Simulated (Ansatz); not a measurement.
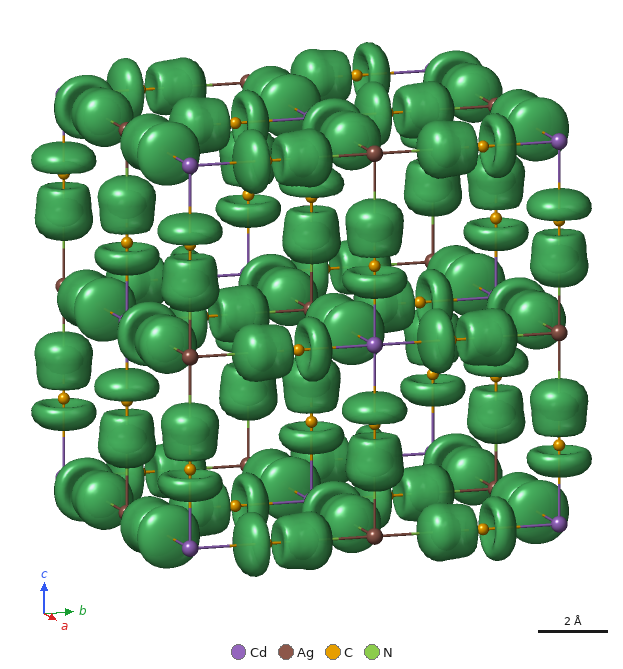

Figure 1: CdAgC6N6. Isosurface of the ELF at 0.75 (green), seen slightly off an axis. Core shells and regions of very low density are left out. Sticks mark near contacts.

Space group Fm-3m; a structure generated by program, which may or may not match a known phase; spin-polarised.

Computed with Ansatz, DFT PBE, scalar-relativistic, plane waves, PAW.

Where are the electrons localised?

At this value the surface marks out 24 lobes of the valence shell of C pointing towards Cd (polar bonds) and 24 regions on N in which the atom's valence shell and bonds are merged, counted in one cell of 56 atoms. Any copies at cell faces, edges or corners count once. Along the contacts the grid gives the following. C–N (1.17 Å): the ELF peaks at about 0.85 between the atoms. Ag–N (2.15 Å): the ELF peaks at about 0.90 in the valence shell of N, 0.6 Å from its nucleus, and is about 0.20 at the midpoint.
